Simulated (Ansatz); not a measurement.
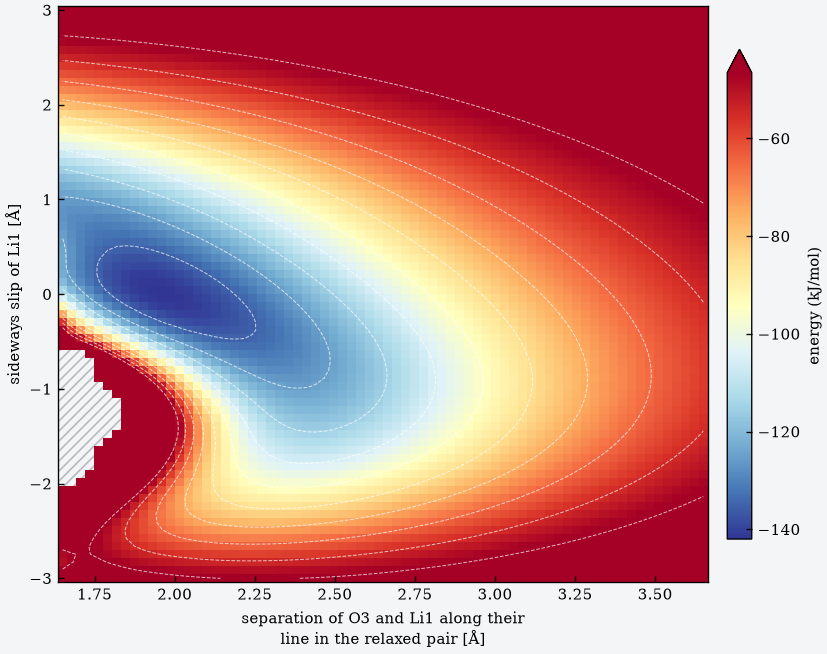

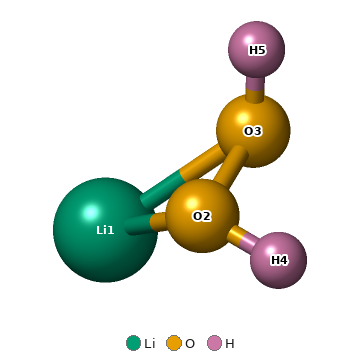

Energy landscape of H₂LiO₂, charge +1. First axis: separation of O3 and Li1 along their line in the relaxed pair. Second axis: sideways slip of Li1. Nothing is relaxed (both partners rigid). The grid has 15 × 15 points. At 7 points there is no value (left out of the scan, as a rule where atoms come close). Points are written as (first, second). Energies are in kJ/mol, from the ion and the molecule far apart, frozen as in the relaxed pair, each in its own basis (no counterpoise correction). All numbers below come from RHF-MP2, frozen core/def2-TZVPD (Ansatz 0.2.0).

The picture shows a smooth colour map with a few white contour lines, one colour for all values above the top of the scale, hatched blanks where no value was computed. Between grid points the surface is interpolated. The second picture is the structure at the lowest point.

Describe this landscape.

The lowest grid point is at (1.996 Å, 0.00 Å), −142 kJ/mol from the ion and the molecule far apart, frozen as in the relaxed pair, each in its own basis (no counterpoise correction). No other kind of well shows on this grid. The highest grid point, (1.781 Å, −1.71 Å), lies 231 kJ/mol above the lowest.

Grid values (kJ/mol):

```tsv
second ↓, first →	1.650	1.699	1.781	1.881	1.996	2.123	2.260	2.407	2.563	2.727	2.898	3.077	3.261	3.453	3.650
3.00	−37	−37	−36	−36	−35	−34	−33	−32	−31	−30	−28	−27	−26	−25	−23
2.57	−51	−50	−49	−48	−47	−45	−43	−41	−39	−37	−35	−33	−31	−29	−27
2.14	−70	−69	−67	−65	−62	−59	−56	−53	−49	−46	−43	−40	−37	−34	−32
1.71	−94	−93	−90	−86	−82	−77	−72	−66	−61	−56	−52	−47	−43	−40	−37
1.29	−117	−115	−112	−108	−102	−95	−88	−81	−74	−67	−61	−55	−50	−46	−41
0.86	−127	−128	−128	−125	−120	−113	−105	−96	−87	−78	−71	−63	−57	−51	−46
0.43	−124	−130	−135	−137	−134	−128	−119	−109	−99	−89	−80	−71	−63	−57	−51
0.00	−110	−121	−133	−141	−142	−138	−131	−121	−110	−99	−88	−78	−69	−61	−54
−0.43	−32	−57	−89	−114	−129	−136	−135	−128	−118	−107	−96	−84	−74	−65	−57
−0.86	–	–	44	−30	−82	−113	−126	−127	−121	−111	−99	−87	−77	−67	−58
−1.29	–	–	–	40	−40	−88	−112	−119	−116	−108	−97	−85	−75	−65	−56
−1.71	–	–	89	9	−49	−85	−102	−108	−105	−97	−88	−78	−68	−59	−52
−2.14	44	18	−17	−48	−70	−84	−90	−90	−87	−80	−73	−65	−58	−51	−45
−2.57	−32	−39	−49	−58	−64	−68	−69	−68	−65	−60	−56	−50	−46	−41	−37
−3.00	−31	−34	−37	−41	−43	−45	−45	−45	−44	−42	−39	−37	−34	−31	−29
```

The whole map (218 points run) took 10 min on 1 thread of Arm Neoverse V1, with other jobs on the host.
